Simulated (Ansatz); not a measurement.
**CH3GeN (SMILES [N-]=[C][GeH3]) (charge −1, doublet): density, localisation and related maps**

The calculation's input:

```
crystal:
  periodic: [false, false, false]
  atoms:
    - symbol: C
      position_ang: [0.007176, -1.451491, 1.406939]
    - symbol: Ge
      position_ang: [-1.342363, 0.058615, 0.495620]
    - symbol: "N"
      position_ang: [0.259751, -2.319764, 2.155268]
    - symbol: H
      position_ang: [-0.362981, 1.270382, 0.679082]
    - symbol: H
      position_ang: [-2.783719, 0.890915, 0.292285]
    - symbol: H
      position_ang: [-1.078161, -0.374978, -0.988771]
basis:
  gaussian:
    orbitals: def2-TZVPD
total_charge: -1
magnetization:
  spin_polarized: true
  initial_magnetization: 1
hamiltonian:
  xc: {name: PBE0}
output: {forces: true, orbitals: {seedname: orbitals}}
```

Command:

```sh
ansatz run input.yaml --threads 2 --pin off --max-ram 4350MiB --events-out events.jsonl --progress --plain --runs-dir runs
```

Geometry: B3LYP-D3(BJ)/def2-SVPD; the highest occupied orbital lies above zero, a sign that basis and functional describe the outermost electron poorly.

Level of theory: isolated molecule in a Gaussian basis; Kohn-Sham density functional theory, functional PBE0 in Ansatz 0.2.0.

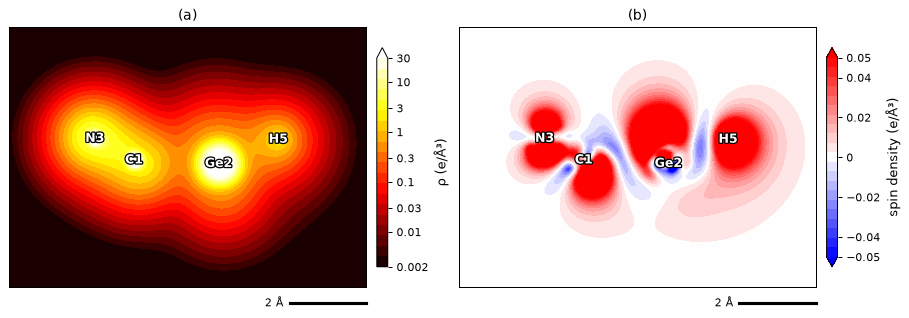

Figure 1. (a) total electron density; (b) spin density (α minus β) on the plane of atoms Ge2, C1 and N3.

Question: Interpret the plot.

Answer: The plane passes through C, Ge, N and H nuclei. C–N (1.17 Å): the density is about 3.6 e/Å³ at the midpoint. C–Ge (2.22 Å): the density is about 0.49 e/Å³ at the midpoint. The unpaired spin (1 electron) lies mostly on Ge2 (about 0.5), H5 (about 0.2), C1 (about 0.2) and N3 (about 0.1), in electrons by Hirshfeld's partition.

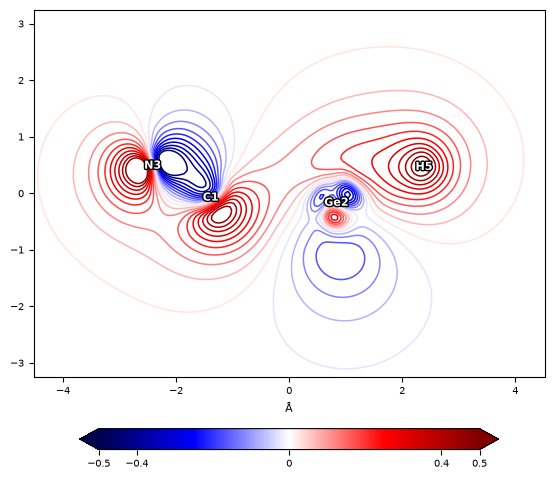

Figure 2. The HOMO (β) on the plane of atoms Ge2, C1 and N3 (values in Å⁻³ᐟ²; the overall sign is arbitrary).

Question: Where does this orbital lie, and at what energy?

Answer: Its weight (Hirshfeld) is mainly on Ge2 (about 30 %), C1 (about 20 %), N3 (about 20 %), H5 (about 15 %), H4 (about 10 %) and H6 (about 10 %). Its energy is −3.22 eV.

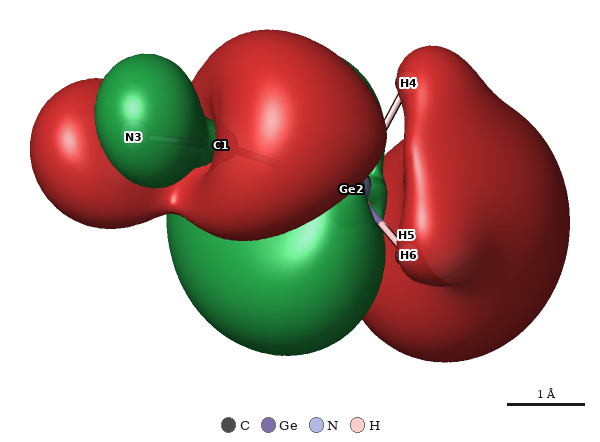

Figure 3. The HOMO (α) at ±0.05 Å⁻³ᐟ² (green and red are the two phases), seen at a tilt.

Question: What is the character of this orbital?

Answer: It lies mainly on Ge2 (about 50 %), H5 (about 20 %), C1 (about 15 %) and N3 (about 10 %). Its energy is 0.12 eV.
